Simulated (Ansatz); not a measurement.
# C₃H₆GeS (SMILES [GeH3][CH]=C1CS1): what the fields show

Input

```
crystal:
  periodic: [false, false, false]
  atoms:
    - {symbol: Ge, position_ang: [-1.756375, 0.347068, 0.215226]}
    - {symbol: C, position_ang: [-0.081194, -0.137090, 1.050807]}
    - {symbol: C, position_ang: [1.024378, -0.275223, 0.341902]}
    - {symbol: C, position_ang: [1.617379, -0.213583, -0.981331]}
    - {symbol: S, position_ang: [2.711084, -0.654282, 0.422703]}
    - {symbol: H, position_ang: [-2.303521, 1.652166, 0.820646]}
    - {symbol: H, position_ang: [-1.516908, 0.540380, -1.290885]}
    - {symbol: H, position_ang: [-2.807583, -0.756870, 0.429487]}
    - {symbol: H, position_ang: [-0.041697, -0.301125, 2.123037]}
    - {symbol: H, position_ang: [1.416536, -1.017123, -1.683627]}
    - {symbol: H, position_ang: [1.803301, 0.758783, -1.427566]}
basis:
  gaussian: {orbitals: def2-TZVPP}
hamiltonian: {xc: pbe0, dispersion: d4}
output: {orbitals: {seedname: orbitals}}
```

Command:

```sh
ansatz run in.yaml --threads 4 --pin off --events-out ev --progress --plain --max-ram 10444MiB
```

Geometry: PBE0-D4/def2-TZVP.

These are results of RKS PBE0-D4/def2-TZVPP (Ansatz 0.2.0), not measurements.

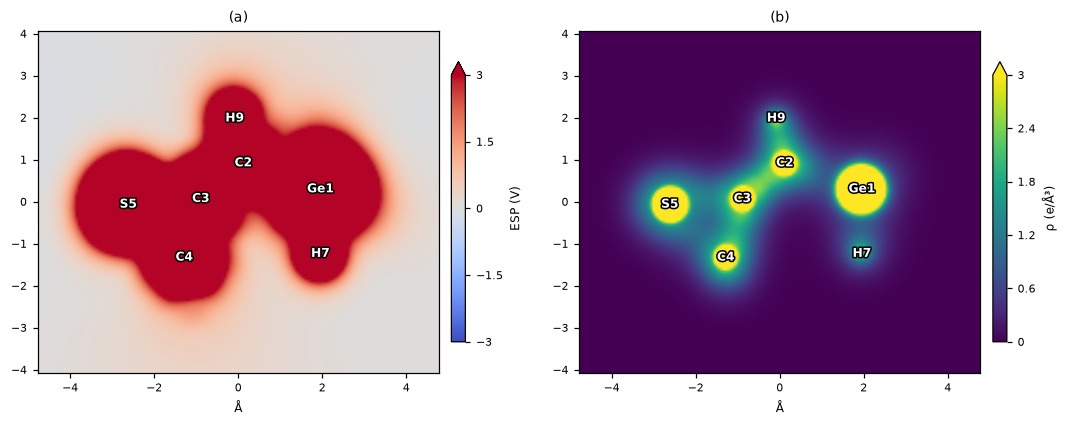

Figure 1. (a) molecular electrostatic potential; (b) electron density on the plane of atoms C2, Ge1 and H7.

Question: What does the map show?

Answer: The plane passes through Ge, C, S and H nuclei. C–C (1.32 Å): the density is about 2.4 e/Å³ at the midpoint. C–S (1.73 Å): ρ at the midpoint is about 1.3 e/Å³. C–Ge (1.93 Å): ρ at the midpoint is about 0.89 e/Å³. C–H (1.09 Å): ρ at the midpoint is about 2 e/Å³. C–C (1.45 Å): the density is about 1.9 e/Å³ at the midpoint. The potential has no marked negative region in this plane.

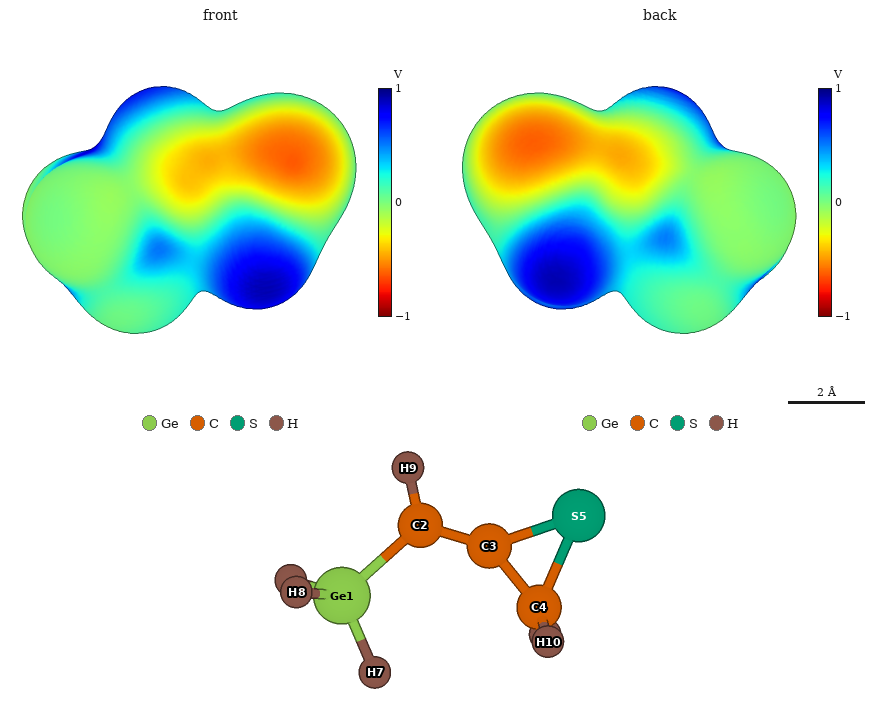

Figure 2. The molecular electrostatic potential painted on the density surface at 0.001 e/bohr³, seen from the front and from behind; the colour scale runs from red (negative) to blue (positive). The bare structure is drawn below in the same view.

Question: Describe the electrostatic potential map.

Answer: The most negative region (about −0.6 V, or −14 kcal/mol for a unit charge) lies over S5, the most positive (about +0.9 V, or +21 kcal/mol for a unit charge) over H10 and H11.

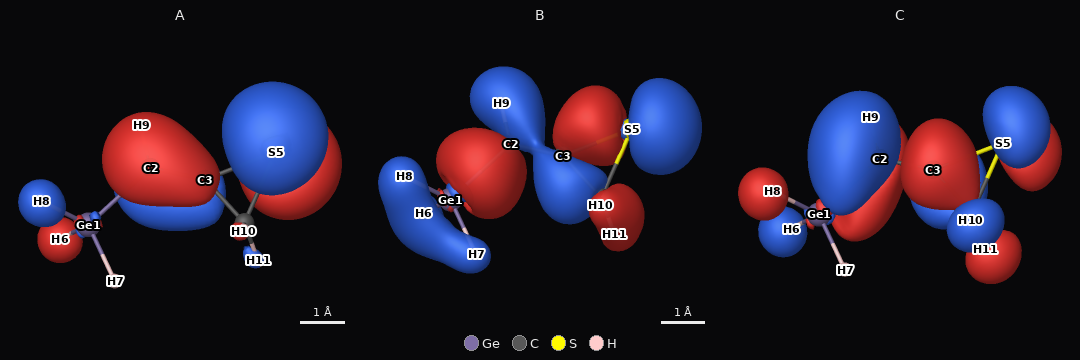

Figure 3. Three frontier orbitals at ±0.08 Å⁻³ᐟ² (blue and red are the two phases), in no order.

Question: Which picture is the HOMO−1, the HOMO and the LUMO?

Answer: B is the HOMO−1 (−8.46 eV). By Hirshfeld shares it lies mainly on S5 (about 25 %), C2 (about 20 %), Ge1 (about 15 %), C3 (about 15 %) and C4 (about 10 %). A is the HOMO (−6.64 eV). It lies mainly on S5 (about 55 %), C2 (about 20 %) and C3 (about 10 %). C is the LUMO (−0.41 eV). It lies mainly on C3 (about 25 %), C2 (about 25 %), S5 (about 15 %), Ge1 (about 10 %) and C4 (about 5 %).

Question: What is the HOMO–LUMO gap?

Answer: 6.23 eV between the orbital energies.

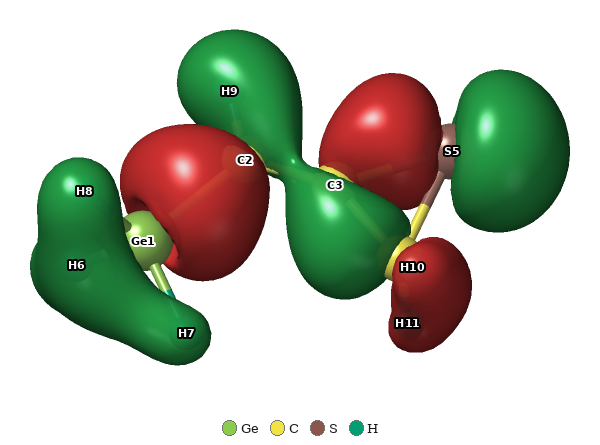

Figure 4. The HOMO−1 at ±0.08 Å⁻³ᐟ² (green and red are the two phases), seen at a tilt.

Question: What is the character of this orbital?

Answer: By Hirshfeld shares it lies mainly on S5 (about 25 %), C2 (about 20 %), Ge1 (about 15 %), C3 (about 15 %) and C4 (about 10 %). Its energy is −8.46 eV.
